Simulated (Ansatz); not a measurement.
# How many bands does the GW gap of TaAgO3 (R3c) need?, part 2 of 2

Aim: see how the G0W0 gap of TaAgO3 (R3c) on LDA moves with empty bands and screening cutoff, and what each rung costs.

Ansatz 0.2.0; G0W0 on LDA, plane waves, PAW; PAW set soft_1. Known limits of the many-body steps: not at the basis limit; d shell near the gap, gap tends to lie low; no spin-orbit coupling; coarse k mesh.

So far. Step 5 (Changing the k mesh: 2×2×2 mesh, 258 empty bands …): Against the run with 4×4×4 mesh, 258 empty bands, screening to 96 eV, PAW set soft_1 files, the gap moves by −0.20 eV. Step 6 (Changing the frequency model: 4×4×4 mesh, 258 empty …): Against the run with 4×4×4 mesh, 258 empty bands, screening to 96 eV, PAW set soft_1 files, the gap moves by −0.02 eV.

In doubt: one-shot GW on d or f shells is unsure (steps 2, 3, 4, 5, 6, 7), so the values of those runs are not to be relied on.

## (7) Changing the files: 4×4×4 mesh, 258 empty bands, screening to 96 eV, hard PAW files

Other atomic data (hard PAW) test the pseudisation: the cutoff goes from 420 to 930 eV and the valence electrons from 100 to 128, which opens shells that were frozen.

This step: G0W0 on LDA, plane waves, PAW.

Contents of input.yaml:

```yaml
crystal:
  lattice:
    - [2.76405, 1.5958250116, 4.5719666667]
    - [-2.76405, 1.5958250116, 4.5719666667]
    - [0.0, -3.1916500231, 4.5719666667]
  atoms:
    - { symbol: Ta, position: [-0.0026386703, -0.0026386703, -0.0026386703] }
    - { symbol: Ta, position: [0.4973613297, 0.4973613297, 0.4973613297] }
    - { symbol: Ag, position: [0.2490011846, 0.2490011846, 0.2490011846] }
    - { symbol: Ag, position: [0.7490011846, 0.7490011846, 0.7490011846] }
    - { symbol: O, position: [0.8177770222, 0.6856263343, 0.2524341291] }
    - { symbol: O, position: [0.2524341291, 0.8177770222, 0.6856263343] }
    - { symbol: O, position: [0.6856263343, 0.2524341291, 0.8177770222] }
    - { symbol: O, position: [0.7524341291, 0.1856263343, 0.3177770222] }
    - { symbol: O, position: [0.1856263343, 0.3177770222, 0.7524341291] }
    - { symbol: O, position: [0.3177770222, 0.7524341291, 0.1856263343] }
kpoints:
  mp_grid: { grid: [4, 4, 4] }
hamiltonian:
  xc: lda
  pseudopotentials: { kind: paw, source: ansatz }
scf:
  occupations: { method: fixed }
gw:
  n_empty_bands: 258
  ecut_chi: 96
  qp_bands: [v3, c3]
  qp_kpoints: band_edges
  screening: { model: contour_deformation }
```

Command:

```console
ansatz run input.yaml --threads 24 --pin off --max-ram 110592MiB --backend cuda --events-out ev --progress --plain --runs-dir out --devices 1 --max-vram 157GiB
```

Numbers of over 12 decimals in the logs are rounded to 6 here.

Output:

```text
GPUs: using 1 of 1 available (devices: 1).
[...]
Crystal: 10 atoms, lattice volume = 121.000 Å³
Basis set: ecut = 930 eV, 7793 PW (Γ)
Bands: 77, of which v1, the nominal top of the filled ones, is band 64 counted from 1 (63 counted from 0)
Symmetry: 6 space group operations
[...]
k-points: 13 of 64 (time reversal used)
[...]
4    65     15.5359   -13.8737    -4.6291   -19.6188  0.7799    16.6748    16.6519  root
     4    66     16.5847   -13.9669    -4.8365   -19.9436  0.7664    17.7558    17.7248  root
[...]
12    64     12.7182   -31.5939     5.0511   -26.1282  0.7369    12.2999    12.3037  root
    12    65     16.2969   -11.9509    -5.0531   -18.0615  0.7822    17.3787    17.3543  root
    12    66     16.2969   -11.9509    -5.0531   -18.0615  0.7822    17.3787    17.3543  root
    12    67     17.0983   -15.0060    -5.1046   -21.2902  0.7470    18.3189    18.2778  root
[key lines of the parts left out:]
SCF converged after 9 iterations
```

It took 15 s on 1 × NVIDIA GB200 with 24 threads of Arm Neoverse V2, shared host; peak memory 2.5 GiB; 42 s of CPU time.

This step gave:

```yaml
bands_summed: 322
rpa_eps_infinity_on_this_mesh_eigenvalues: 6.880, 7.008, 7.008
plane_waves_in_the_screening_matrix: 259
g0w0_gap_on_the_mesh: 3.335 eV
k_of_the_valence_top: 0, 0, 0
k_of_the_conduction_bottom: 0, -0.5, -0.5
starting_gap_on_the_mesh: 1.866 eV
least_direct_g0w0_gap_on_the_computed_points: 3.347 eV
```

Against the run with 4×4×4 mesh, 258 empty bands, screening to 96 eV, PAW set soft_1 files, the gap moves by −0.009 eV.

## (8) The runs together

Times are wall times on 1 × NVIDIA GB200 with 24 threads of Arm Neoverse V2, shared host, good to a factor of about two.

| mesh | files | frequency | bands summed | cutoff (eV) | start (eV) | G0W0 (eV) | time | host memory (GiB) |
| --- | --- | --- | --- | --- | --- | --- | --- | --- |
| 4×4×4 | PAW set soft_1 | contour deformation | 141 | 48 | 1.865 | 3.464 | 4 s | 1.3 |
| 4×4×4 | PAW set soft_1 | contour deformation | 308 | 96 | 1.865 | 3.344 | 6.6 s | 1.6 |
| 4×4×4 | PAW set soft_1 | contour deformation | 606 | 160 | 1.865 | 3.368 | 20 s | 2.5 |
| 2×2×2 | PAW set soft_1 | contour deformation | 308 | 96 | 1.854 | 3.141 | 2.4 s | 1.4 |
| 4×4×4 | PAW set soft_1 | plasmon pole | 308 | 96 | 1.865 | 3.322 | 7.7 s | 2.2 |
| 4×4×4 | hard PAW | contour deformation | 322 | 96 | 1.866 | 3.335 | 15 s | 2.5 |

The parts of the quasiparticle energy at the two band edges (eV; QP = start + Σx + Σc − Vxc):

| run | edge | start | Σx | Σc | Vxc | Z | QP |
| --- | --- | --- | --- | --- | --- | --- | --- |
| 141 bands | valence top | 11.05 | -29.52 | 5.15 | -24.37 | 0.74 | 11.06 |
| 141 bands | conduction bottom | 13.18 | -13.54 | -3.95 | -18.82 | 0.80 | 14.52 |
| 308 bands | valence top | 11.05 | -29.52 | 4.93 | -24.37 | 0.73 | 10.84 |
| 308 bands | conduction bottom | 13.05 | -13.18 | -4.66 | -18.97 | 0.79 | 14.18 |
| 606 bands | valence top | 11.05 | -29.52 | 4.72 | -24.37 | 0.73 | 10.63 |
| 606 bands | conduction bottom | 13.05 | -13.18 | -4.84 | -18.97 | 0.79 | 14.00 |

 Where G0W0 reorders the edges (141 bands, 308 bands and 606 bands), the two states listed lie further apart at the start than the starting gap.

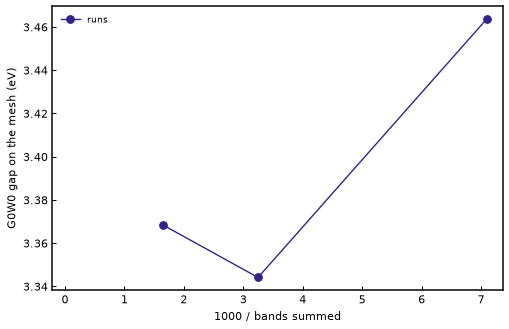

The gap against one over the number of bands.

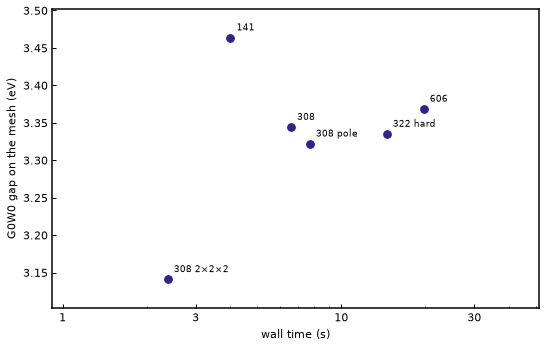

Result against wall time.

## (9) Summary of results

```yaml
141_bands_48_ev: 3.464 eV
308_bands_96_ev: 3.344 eV
606_bands_160_ev: 3.368 eV
mesh_and_start: 4×4×4, LDA
```

**Reading.** From 141 to 606 bands the gap moves by −0.10 eV while the time grows 4.9-fold. The gap turns back along the series, so no limit is drawn from it. On the 2×2×2 mesh in place of 4×4×4 the gap differs by −0.20 eV, of which −0.01 eV is already in the start. The plasmon-pole model gives −0.02 eV against contour deformation, 2 % of the correction, and saved no time in this program. Hard PAW files move the gap by −0.01 eV at equal bands and cutoff, +0.001 eV of it in the start. A d shell, filled or nearly so, lies near the gap. One-shot GW converges very slowly in bands there, not always from below, and on a semilocal start the gap tends to come out low; starts rich in exact exchange can overshoot instead. The many-body steps are scalar-relativistic: spin-orbit coupling is not in them.

[Paths, hosts, dates, memory and timing lines, banners, echoed tables and standing remarks are left out of the program output.]

[Logs are printed without paths, hosts, clocks, repeated set-up lines and the standing remarks that a program may print on its own settings, such as how far it seeks lower states.]

[Runs of the session that timed out or met a known fault of the program may be left out.]

[Cells called generated may have been cut or substituted from an entry of the Crystallography Open Database or the Materials Project.]

[Hosts, paths, dates, database ids (printed as entryN), source tags and the programs' standing remarks are cut or masked in the printed files.]
